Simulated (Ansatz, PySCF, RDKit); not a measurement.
CH4 (SMILES C) and H2S (SMILES S) are pulled apart as rigid monomers along the line of their centres of mass, from the B3LYP-D3(BJ)/def2-TZVP minimum. Starting geometry (charge 0, multiplicity 1):
```xyz
8

C     -0.00797    -0.05673     0.16889
H     -0.85350     0.21771     0.79809
H     -0.21598     0.22549    -0.86208
H      0.88816     0.45910     0.51156
H      0.15033    -1.13340     0.22229
S      0.43474    -0.08634     4.10484
H      0.37200     1.02183     3.35022
H      0.45378    -0.88453     3.02617
```

Interaction energies with rigid monomers; basis-set methods are counterpoise corrected unless marked otherwise.

Frozen-core correlation. Rows in 6-31G* carry no dispersion term and start afresh at each structure (6-31G* with six Cartesian d functions).

Programs: Ansatz (Gaussian orbitals); PySCF for 6-31G* rows, the dispersion terms; RDKit for the force fields. Values without a source in brackets are computed.

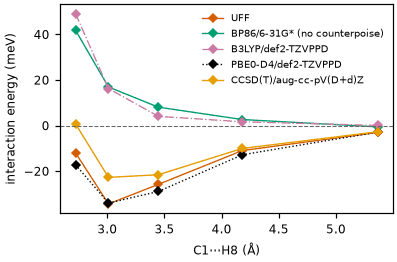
*Interaction energy against separation*

**Question.** Which level binds most strongly at C1···H8 = 3.01, and by how much?

**Answer.** UFF, -34 meV.

Ansatz is a program for electronic structure.
